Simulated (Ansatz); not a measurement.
WH3OF5: several calculations on one system

### Relaxation

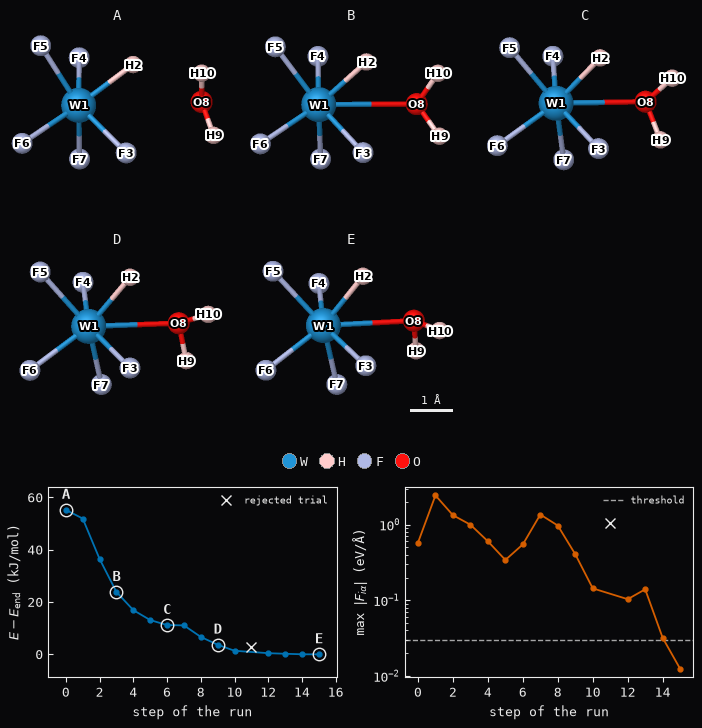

Frames of a relaxation of WH3OF5, marked on the history of the run. A ball-and-stick model, seen at a tilt.

The run prepares an end point of a later path (reaction) calculation, from a guessed geometry.

These are results of RKS B3LYP/def2-SVP (Ansatz), not measurements. Settings: no spin polarisation; force threshold 0.03 eV/Å; at most 50 steps.

### Describe the path.

The atom that moves furthest after the best rigid fit is H9 (1.14 Å). By element the largest moves are H 1.14 Å, O 0.61 Å, F 0.57 Å, W 0.27 Å. Among the contacts that change: W1–O8 3.126 → 2.301 Å, W1–H9 3.362 → 2.702 Å, W1–H10 3.068 → 2.788 Å, W1–F7 1.862 → 1.911 Å. New bonds form, among them: W1–O8 (3.13 → 2.30 Å). Among the angles between lasting bonds that change: F3–W1–F4 140.2° → 150.3°, F4–W1–F6 133.4° → 124.5°, H2–W1–F4 83.5° → 91.9°. Over 14 accepted moves (15 points after the start) the energy falls by 55.3 kJ/mol. Largest force component: 0.58 eV/Å at the start, 0.012 eV/Å at the end. The line search rejected the trial step at point 11 of the run. The run took 45 s on 4 threads of Arm Neoverse V2, with other jobs on the host, peak memory 0.35 GiB. From step 0 to 3: O8 moves most (0.47 Å), energy −31.4 kJ/mol. From step 3 to 6: H9 moves most (0.38 Å), energy −12.6 kJ/mol. From step 6 to 9: H9 moves most (0.40 Å), energy −7.52 kJ/mol. From step 9 to 15: H10 moves most (0.39 Å), energy −3.68 kJ/mol.

```json
{"step": "0", "E − E(0), kJ/mol": "0.00", "largest force component, eV/Å": "0.5789", "note": ""}
{"step": "1", "E − E(0), kJ/mol": "-3.34", "largest force component, eV/Å": "2.4332", "note": ""}
{"step": "2", "E − E(0), kJ/mol": "-18.79", "largest force component, eV/Å": "1.3336", "note": ""}
{"step": "3", "E − E(0), kJ/mol": "-31.44", "largest force component, eV/Å": "0.9988", "note": ""}
{"step": "4", "E − E(0), kJ/mol": "-38.36", "largest force component, eV/Å": "0.6029", "note": ""}
{"step": "5", "E − E(0), kJ/mol": "-42.15", "largest force component, eV/Å": "0.3414", "note": ""}
{"step": "6", "E − E(0), kJ/mol": "-44.07", "largest force component, eV/Å": "0.5488", "note": ""}
{"step": "7", "E − E(0), kJ/mol": "-44.18", "largest force component, eV/Å": "1.3604", "note": ""}
{"step": "8", "E − E(0), kJ/mol": "-48.59", "largest force component, eV/Å": "0.9726", "note": ""}
{"step": "9", "E − E(0), kJ/mol": "-51.59", "largest force component, eV/Å": "0.4065", "note": ""}
{"step": "10", "E − E(0), kJ/mol": "-53.90", "largest force component, eV/Å": "0.1440", "note": ""}
{"step": "11", "E − E(0), kJ/mol": "-52.60", "largest force component, eV/Å": "1.0436", "note": "rejected"}
{"step": "12", "E − E(0), kJ/mol": "-54.82", "largest force component, eV/Å": "0.1036", "note": ""}
{"step": "13", "E − E(0), kJ/mol": "-55.04", "largest force component, eV/Å": "0.1399", "note": ""}
{"step": "14", "E − E(0), kJ/mol": "-55.24", "largest force component, eV/Å": "0.0320", "note": ""}
{"step": "15", "E − E(0), kJ/mol": "-55.27", "largest force component, eV/Å": "0.0125", "note": ""}
```

### Relaxation

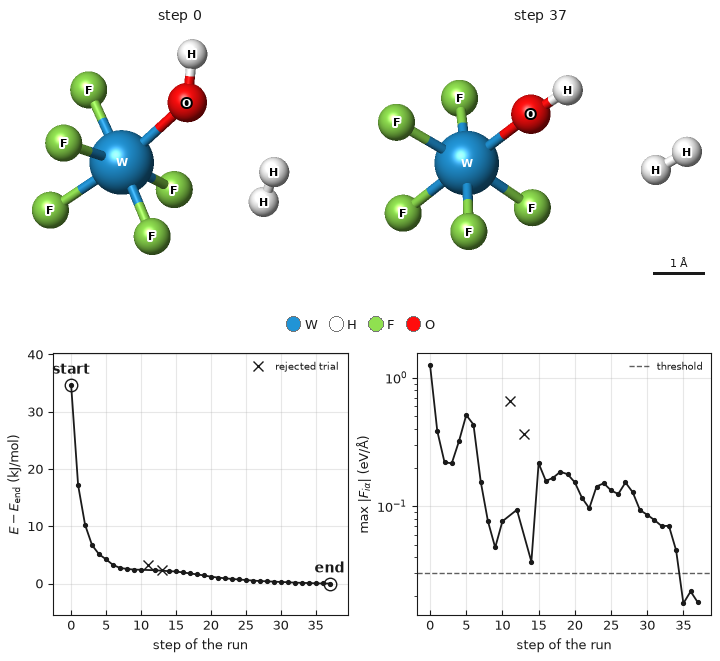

First and last geometry of a relaxation of WH3OF5, with the history of the run. Style: ball-and-stick. Shown at a tilt.

The run prepares an end point of a later path (reaction) calculation, from a guessed geometry.

All numbers below come from RKS B3LYP/def2-SVP in Ansatz. Settings: no spin polarisation; force threshold 0.03 eV/Å; at most 50 steps.

Question: Did the run converge, and what did it change?

Answer: It converged. Over 35 accepted moves (37 points after the start) the energy falls by 34.7 kJ/mol. Largest force component: 1.3 eV/Å at the start, 0.018 eV/Å at the end. The line search rejected the trial steps at points 11, 13 of the run. The largest move after the best rigid fit is that of an H atom, 1.32 Å. By element the largest moves are H 1.32 Å, F 0.97 Å, O 0.50 Å, W 0.32 Å. Near-neighbour distances that change, for instance: H–W 2.935 → 3.805 Å, O–W 1.900 → 1.835 Å, H–H 0.716 → 0.761 Å, F–W 1.851 → 1.861 Å. Bond angles that change, for instance: W–O–H 135.7° → 174.3°, F–W–O 171.9° → 178.7°, F–W–O 87.3° → 92.1°.

Limits of the set-up: the start holds two separate molecules, 2.2 Å apart at their closest, whose relative position is a soft coordinate and is computed without a dispersion correction.

### Path

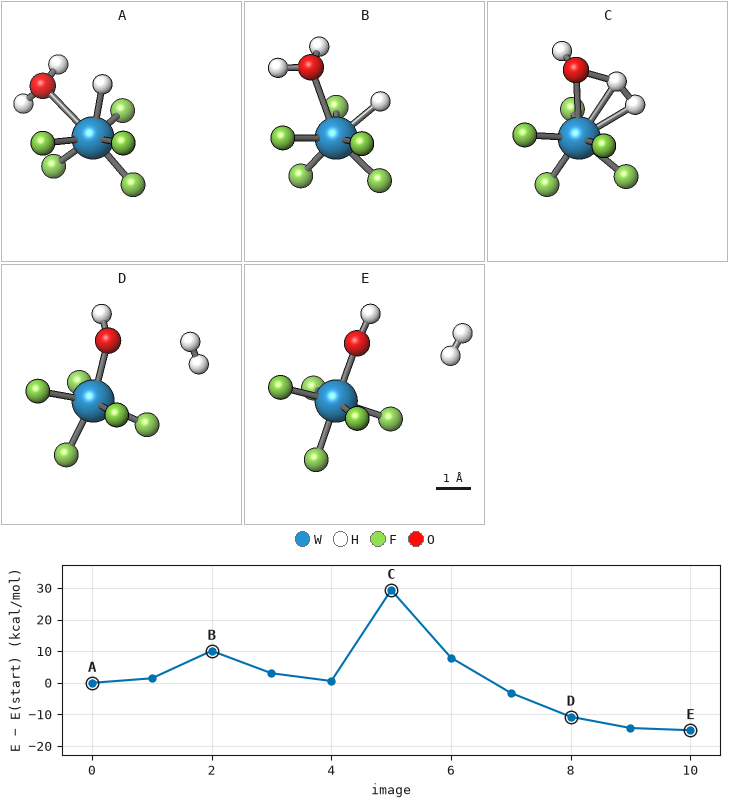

A nudged-elastic-band calculation for WH$_{3}$OF$_{5}$. Images are numbered from 0 (start) to 10 (end). Frames A to E are images 0, 2, 5, 8, 10. A ball-and-stick model, seen from a free direction.

Level of theory: Ansatz 0.2.0, RKS B3LYP/def2-SVP. Set-up: 9 movable images; climbing image; force threshold 0.05 eV/Å; iteration limit 60; starting path through a guess of the saddle point.

**Read off the barrier and say what moves.**

The path has more than one stage, and so few images may leave a stage unresolved. Breaking: H–O (0.97 → 3.40 Å), H–W (1.70 → 3.80 Å). Forming: H–H (2.39 → 0.76 Å). The energy climbs by 29.4 kcal/mol to image 5 and then falls by 44.4 kcal/mol, so the end point sits at −15.0 kcal/mol. The profile has 2 maxima (images 2, 5) with a dip at image 4 (+0.6 kcal/mol), so the process runs in steps. The band converged in 46 iterations. The largest component of the band force went from 41 to 0.035 eV/Å. The climbing image converged on the top of the path. Its vibrational analysis gives one imaginary mode (1118i cm⁻¹), as a transition state must have.
